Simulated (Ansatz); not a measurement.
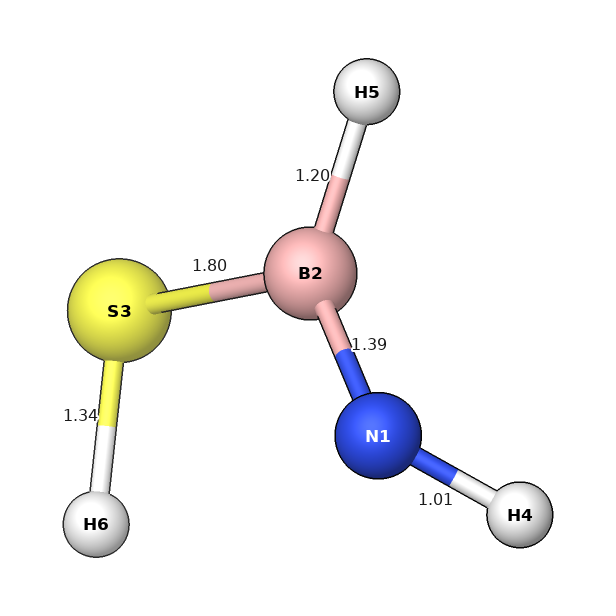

Bond lengths are marked in Å; every bond is drawn as one stick. State: neutral, doublet. The computed structure is the end point of a PBE0-D4/def2-TZVP optimisation. No frequency run is at hand to confirm it as a minimum.

Question: Which of the marked bonds are single, double, triple or aromatic?

Answer: N1–B2 single; N1–H4 single; B2–S3 single; B2–H5 single; S3–H6 single. This is one Lewis structure.

Question: Write the SMILES.

Answer: [NH]BS
